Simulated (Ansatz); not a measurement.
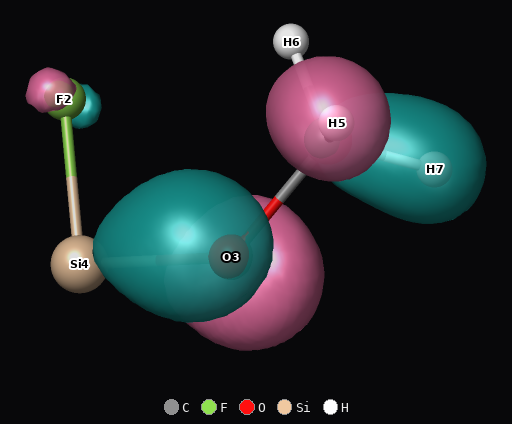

*CH₃FOSi (SMILES CO[Si]F). The HOMO−1 at ±0.2 Å⁻³ᐟ² (teal and pink are the two phases), seen at a tilt.*

Geometry: B3LYP/6-31G*.

All numbers below come from isolated molecule in a Gaussian basis; Kohn-Sham density functional theory, functional PBE0 (Ansatz).

Input file:

```
crystal:
  periodic: [false, false, false]
  atoms:
    - {symbol: C, position_ang: [-1.947769, 1.363721, -1.555896]}
    - {symbol: F, position_ang: [-0.137477, -0.221224, 0.192455]}
    - {symbol: O, position_ang: [-1.455486, 0.090213, -1.976299]}
    - {symbol: Si, position_ang: [-0.453972, -0.984093, -1.219130]}
    - {symbol: H, position_ang: [-1.632241, 2.119931, -2.281656]}
    - {symbol: H, position_ang: [-1.572546, 1.629801, -0.563491]}
    - {symbol: H, position_ang: [-3.041659, 1.329247, -1.536720]}
basis:
  gaussian:
    orbitals: def2-TZVPD
hamiltonian:
  xc: pbe0
output: {forces: true, orbitals: {seedname: orbitals}}
```

Launched as:

```sh
ansatz run input.yaml --threads 1 --pin off --max-ram 2610MiB --events-out events.jsonl --progress --plain --runs-dir runs
```

Q: Where does this orbital lie, and at what energy?

A: By Hirshfeld shares it lies mainly on O3 (about 50 %), C1 (about 15 %), H5 (about 10 %) and H7 (about 10 %). Its energy is −9.16 eV.
